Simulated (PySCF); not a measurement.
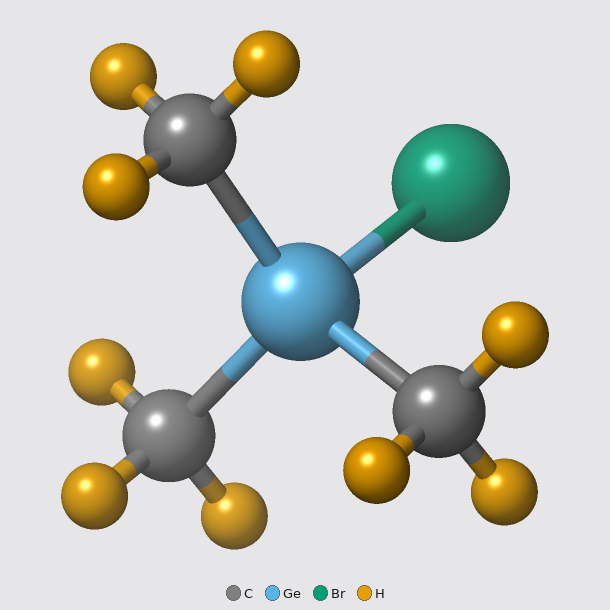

Computed geometry: GFN2-xTB optimisation. No frequency run is at hand to confirm it as a minimum. Properties computed with ωB97X-D/def2-SVPD, gas phase (PySCF 2.14.0). Excitations: vertical, linear response.

Question: What is the mean static polarisability?

Answer: 89.9 bohr³.

Question: Estimate the HOMO energy (Kohn–Sham orbital).

Answer: −9.61 eV.

Question: What is the brightest of the 8 lowest singlets?

Answer: 7.71 eV.

Question: Give the dipole moment at this level.

Answer: 2.93 D.

The geometry is semi-empirical. Around Br, Ge such bond lengths and angles can be off by a tenth of an ångström or more and by several degrees, and values that hang on the shape move with them.
